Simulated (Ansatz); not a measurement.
# Response to strain in BaTiO3

Consider BaTiO$_{3}$ in the cubic perovskite structure (space group Pm-3m, No. 221).

```xyz
5
Lattice="3.9346 0.0000 0.0000 0.0000 3.9346 0.0000 0.0000 0.0000 3.9346" Properties=species:S:1:pos:R:3 pbc="T T T"
Ba     0.0000     0.0000     0.0000
Ti     1.9673     1.9673     1.9673
O      1.9673     0.0000     1.9673
O      0.0000     1.9673     1.9673
O      1.9673     1.9673     0.0000
```

Cartesian axes are those of the cell as printed.

Strains are applied to the cell and any free atomic positions relax; under biaxial strain the out-of-plane vector relaxes too.

All numbers come from LDA in Ansatz (plane waves to 420 eV, PAW, spin-orbit coupling left out).

Notes on the quantities. in-plane stress: mean in-plane stress (compression positive).

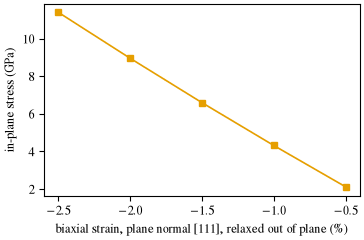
Figure: in-plane stress against biaxial strain, plane normal [111], relaxed out of plane

Problem. From the plot, what is the in-plane stress for biaxial strain −1.50 %, plane normal [111], relaxed out of plane?

Solution. About 6.6 GPa.

Problem. Is the trend monotonic over the range shown?

Solution. Yes, it falls throughout, spanning +2.1 GPa to +11.4 GPa.

Stability against distortions was not tested. All final runs are without spin polarisation. Many cubic perovskites are stable only at high temperature; tilts and polar distortions were not tested. This is not the structure that BaTiO3 has at room temperature and ambient pressure.

Ansatz is a program for electronic structure.
